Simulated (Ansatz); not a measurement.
| atom | x (Å) | y (Å) | z (Å) |
| --- | --- | --- | --- |
| C | -1.7527 | 0.8140 | 0.7582 |
| C | -0.3536 | 0.7125 | 0.2058 |
| F | 0.5383 | 1.0889 | 1.2151 |
| C | 0.0242 | -0.6714 | -0.2782 |
| Si | 1.8486 | -0.8559 | -0.7138 |
| H | -2.4821 | 0.5639 | -0.0154 |
| H | -1.8808 | 0.1203 | 1.5922 |
| H | -1.9551 | 1.8270 | 1.1104 |
| H | -0.2131 | 1.4392 | -0.6034 |
| H | -0.2402 | -1.4156 | 0.4813 |
| H | -0.5665 | -0.9079 | -1.1695 |
| H | 2.2696 | 0.2671 | -1.5953 |
| H | 2.7096 | -0.8777 | 0.4941 |
| H | 2.0410 | -2.1335 | -1.4527 |

Geometry: PBE0-D4/def2-TZVP.

Computed with Ansatz 0.2.0, RKS PBE0-D4/def2-TZVPP.

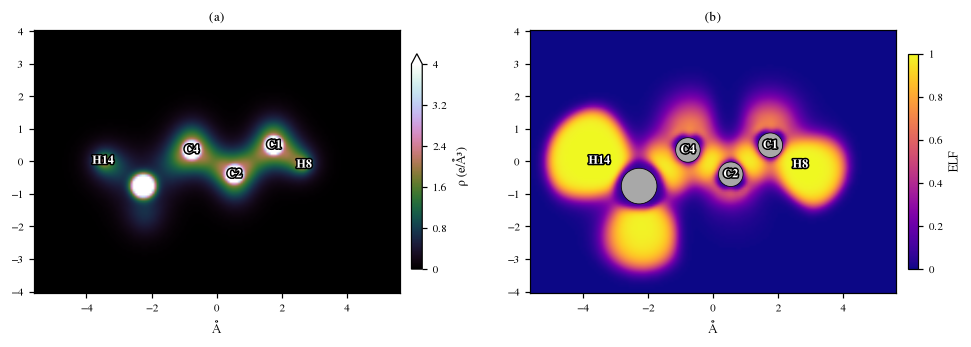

C3H9FSi (SMILES CC(F)C[SiH3]). (a) total electron density; (b) ELF on the plane of atoms C2, C1 and H8. Grey discs cover the atomic cores in the ELF map.

**Read the bonding off the picture.**

- The plane passes through C and H nuclei.
- C–C (1.51 Å): ρ is about 1.8 e/Å³ halfway; the ELF peaks at about 0.95 between the atoms: a covalent bond.
- C–H (1.09 Å): the density is about 2 e/Å³ at the midpoint; the ELF climbs to about 1 towards the hydrogen, as it does in any bond to H; an ordinary covalent bond to hydrogen.
